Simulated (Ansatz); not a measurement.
**Fields on a plane of SnO2 (rutile)**

```
SnO2
1.0
    4.82756     0.00000     0.00000
    0.00000     4.82756     0.00000
    0.00000     0.00000     3.23791
Sn O
2 4
Direct
  0.00000   0.00000   0.00000
  0.50000   0.50000   0.50000
  0.30660   0.30660   0.00000
  0.80660   0.19340   0.50000
  0.19340   0.80660   0.50000
  0.69340   0.69340   0.00000
```

The slice is a (-1 2 0) plane (indices of the conventional cell) through the point (0.693, 0.693, 0.000) (fractional), spanned by u = [001] and v = [210] in vectors of this cell: u (3.24 Å) and v (10.79 Å, at 90° to u). It covers one period; positions are fractions (u, v).

Atoms on it: O at (0.50, 0.55), 0.2 Å off the plane; O at (0.00, 0.00). Other atoms lie within 1 Å of the plane.

These are PBE (plane waves to 420 eV, PAW, scalar-relativistic; Ansatz, a program for electronic structure) values and carry that method's errors. k mesh 7×7×10. Inside the PAW spheres the values are not all-electron values, and peaks at nuclei hang on which shells count as valence. SnO2 was relaxed with its symmetry unable to fall. The PAW data are Ansatz's earlier set.

```tsv
v \ u	0.00	0.12	0.25	0.38	0.50	0.62	0.75	0.88
0.93	x	x	<1.0	x	x	x	<1.0	x
0.86	4.9	1.6	<1.0	x	x	x	<1.0	1.6
0.79	x	5.8	4.0	<1.0	<1.0	<1.0	4.0	5.8
0.71	8.4	8.7	8.7	8.2	7.9	8.2	8.7	8.7
0.64	6.6	7.1	8.1	8.8	9.0	8.8	8.1	7.1
0.57	4.6	5.5	x	x	x	x	x	5.5
0.50	6.7	7.0	6.3	x	x	x	6.3	7.0
0.43	9.0	9.0	8.8	8.5	8.3	8.5	8.8	9.0
0.36	8.9	9.0	9.0	9.1	9.1	9.1	9.0	9.0
0.29	1.3	2.8	5.7	6.9	7.2	6.9	5.7	2.8
0.21	x	x	<1.0	x	x	x	<1.0	x
0.14	x	x	<1.0	4.2	5.8	4.2	<1.0	x
0.07	x	x	5.7	7.0	7.2	7.0	5.7	x
0.00	x	x	x	3.1	1.8	3.1	x	x
```

Values: electrostatic potential energy of an electron, from the cell's mean, in eV. Points within 0.9 Å of a nucleus are blanked (x), as the pseudised field means little there. Values under 1 eV are set to 1. The zero, the cell's mean, hangs on the PAW cores.

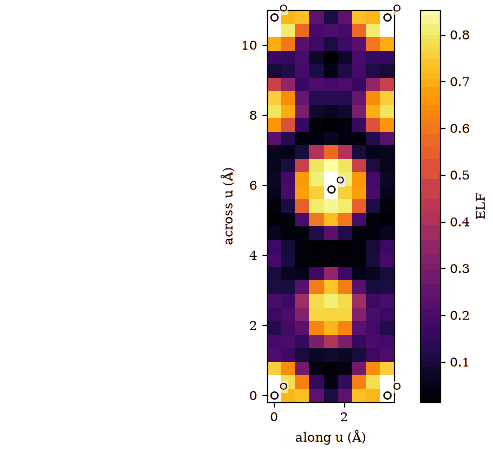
Fig. 1. Electron localisation function (ELF), one period of the plane, atoms marked. Points within 0.4 Å of a nucleus are left white, as the pseudised field means little there.
